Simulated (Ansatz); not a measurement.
# C2H8Si (dimethylsilane): CAM-B3LYP/def2-SVP

What is the energy change on altering one bond length of C2H8Si (dimethylsilane) at CAM-B3LYP/def2-SVP? 

The calculation is run with Ansatz 0.2.0.

50 further runs of the same task are left out: 50 set aside as unsound or not needed.

## (1) Starting point

C2H8Si has 11 atoms, charge 0, and is taken as a singlet. As SMILES, `C[SiH2]C`. The shape is that of a PBE0-D4/def2-TZVP optimisation.

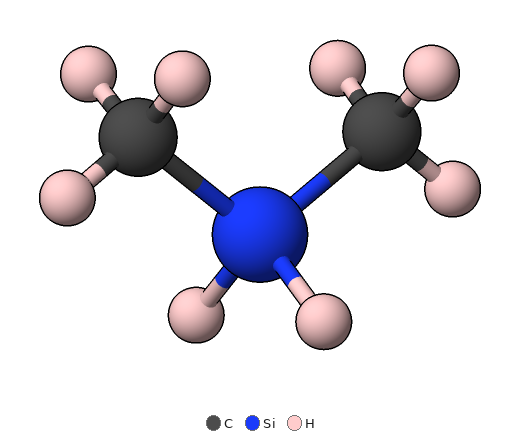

Viewed from a chosen angle; carbon dark grey, silicon blue, hydrogen pink.

## (2) The energy at CAM-B3LYP/def2-SVP

input.yaml

```yaml
crystal:
  periodic: [false, false, false]
  atoms:
    - {symbol: C, position_ang: [-1.050200, 0.967200, -0.661200]}
    - {symbol: Si, position_ang: [-0.309200, -0.653200, -0.087600]}
    - {symbol: C, position_ang: [1.346600, -0.392300, 0.745700]}
    - {symbol: H, position_ang: [-2.015800, 0.806900, -1.146100]}
    - {symbol: H, position_ang: [-0.391700, 1.464600, -1.377800]}
    - {symbol: H, position_ang: [-1.204900, 1.644900, 0.182100]}
    - {symbol: H, position_ang: [-0.139900, -1.564200, -1.256100]}
    - {symbol: H, position_ang: [-1.245100, -1.319300, 0.863300]}
    - {symbol: H, position_ang: [2.058200, 0.075200, 0.060400]}
    - {symbol: H, position_ang: [1.772600, -1.342000, 1.077400]}
    - {symbol: H, position_ang: [1.244800, 0.255200, 1.620300]}
basis:
  gaussian:
    orbitals: def2-SVP
accuracy: high
output: {orbitals: {seedname: orbitals}}
hamiltonian:
  xc: {name: CAM-B3LYP}
```

Command:

```sh
$ ansatz run input.yaml --threads 1 --pin off --max-ram 3480MiB --events-out events.jsonl --progress --plain --runs-dir runs
```

The log of the run:

```text
Warning: RAYON_NUM_THREADS=1 ignored (pool sized by the plan → 1); use --threads N
Functional definition: CAM-B3LYP
  name "CAM-B3LYP"
  parameter alpha = 0.19
  parameter beta = 0.46
  parameter omega = 0.33/bohr
  parameter ac = 0.81
  exchange = (1 - alpha - beta)*b88_x + beta*b88_x_sr(omega) + alpha*exact_x + beta*exact_x_lr(omega)
  correlation = (1 - ac)*vwn5_c + ac*lyp_c
2062 factors; integrals over basis functions are off by at most 3.6e-9 eV
423 factors; integrals over basis functions are off by at most 2.5e-9 eV
mean field evaluation 1: about -10071.8552 eV, gradient 4.7e1 eV
mean field evaluation 2: about -10072.9027 eV, gradient 4.1e1 eV
mean field evaluation 4: about -10077.0283 eV, gradient 3.6e-1 eV
mean field evaluation 8: about -10077.1652 eV, gradient 4.4e-3 eV
mean field evaluation 16: about -10077.1652 eV, gradient 6.5e-7 eV
mean field -10077.16522473 eV, -370.3289914610 hartree, gradient 9.8e-8 eV, S^2 0.000000; 0 other end points of the search recorded, 0 dependent functions left out
reference -10077.16524547 eV, -370.3289922232 hartree; 17, 17 occupied and 69, 69 virtual orbitals, 2062 factors
Total energy: -10077.16524547 eV, -370.3289922232 hartree
```

It took 7.8 s on 1 thread of Arm Neoverse V2, shared host; peak memory 0.31 GiB.

## (3) The distorted shape at the same level

in.yaml

```yaml
crystal:
  periodic: [false, false, false]
  atoms:
    - symbol: C
      position_ang: [-0.926435, 0.425019, -1.335867]
    - symbol: Si
      position_ang: [-0.185435, -1.195381, -0.762267]
    - symbol: C
      position_ang: [1.470365, -0.934481, 0.071033]
    - symbol: H
      position_ang: [-1.892035, 0.264719, -1.820767]
    - symbol: H
      position_ang: [-0.267935, 0.922419, -2.052467]
    - symbol: H
      position_ang: [-1.204900, 1.644900, 0.182100]
    - symbol: H
      position_ang: [-0.016135, -2.106381, -1.930767]
    - symbol: H
      position_ang: [-1.121335, -1.861481, 0.188633]
    - symbol: H
      position_ang: [2.181965, -0.466981, -0.614267]
    - symbol: H
      position_ang: [1.896365, -1.884181, 0.402733]
    - symbol: H
      position_ang: [1.368565, -0.286981, 0.945633]
basis:
  gaussian:
    orbitals: def2-SVP
hamiltonian:
  xc: {name: CAM-B3LYP}
accuracy: high
output: {orbitals: {seedname: orbitals}}
```

Command:

```sh
$ ansatz run in.yaml --threads 1 --pin off --max-ram 3480MiB --events-out events.jsonl --progress --plain --runs-dir runs
```

The log of the run:

```text
Warning: RAYON_NUM_THREADS=1 ignored (pool sized by the plan → 1); use --threads N
[... 8 set-up lines as earlier in the session ...]
2055 factors; integrals over basis functions are off by at most 3.9e-9 eV
433 factors; integrals over basis functions are off by at most 2.7e-9 eV
mean field evaluation 1: about -10067.4170 eV, gradient 4.8e1 eV
mean field evaluation 2: about -10066.3131 eV, gradient 4.9e1 eV
mean field evaluation 4: about -10073.5303 eV, gradient 2.8e0 eV
mean field evaluation 8: about -10073.6781 eV, gradient 1.0e-1 eV
mean field evaluation 16: about -10073.6781 eV, gradient 1.4e-5 eV
mean field -10073.67810507 eV, -370.2008421772 hartree, gradient 4.3e-8 eV, S^2 0.000000; 0 other end points of the search recorded, 0 dependent functions left out
reference -10073.67812623 eV, -370.2008429546 hartree; 17, 17 occupied and 69, 69 virtual orbitals, 2055 factors
Total energy: -10073.67812623 eV, -370.2008429546 hartree
```

It took 8.4 s on 1 thread of Arm Neoverse V2, shared host; peak memory 0.31 GiB.

## (4) What came out

At CAM-B3LYP/def2-SVP:

```
                                                         quantity          value
                                        first shape: total energy  -370.32899 Eh
                                         first shape: HOMO energy      -10.18 eV
                                         first shape: LUMO energy        2.53 eV
                                       first shape: HOMO–LUMO gap       12.71 eV
                                    distorted shape: total energy  -370.20084 Eh
                                     distorted shape: HOMO energy       -9.24 eV
                                     distorted shape: LUMO energy       -0.72 eV
                                   distorted shape: HOMO–LUMO gap        8.52 eV
energy change with the C1–H6 bond stretched from 1.093 to 1.967 Å       3.487 eV
```

In words: With the C1–H6 bond stretched from 1.093 to 1.967 Å the energy rises by 3.49 eV (80 kcal/mol). The first shape isn't relaxed at this level, so the change isn't measured from a minimum. A restricted reference can't describe the breaking bond well at this length.
